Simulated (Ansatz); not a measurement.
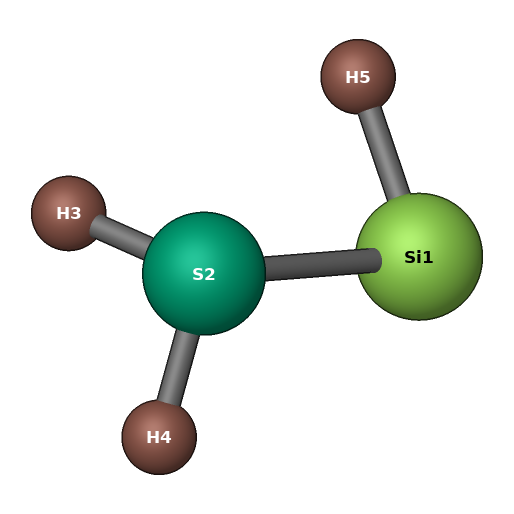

The questions are on Mulliken charges. Charge +1, singlet. The geometry was computed by an optimisation with PBE0-D4/def2-TZVP. No frequency run is at hand to confirm it as a minimum. Level of theory: RKS PBE0-D4/def2-TZVP (Ansatz 0.2.0).

> Which atom carries the highest charge (most positive or least negative)?

Si1 (0.42 e).

> And the lowest?

S2 (−0.02 e).

Give the Mulliken charges atom by atom.

```tsv
atom	value (e)
Si1	0.42
S2	−0.02
H3	0.26
H4	0.26
H5	0.07
```

Mulliken values depend strongly on the basis set and can even reverse the polarity of a bond.
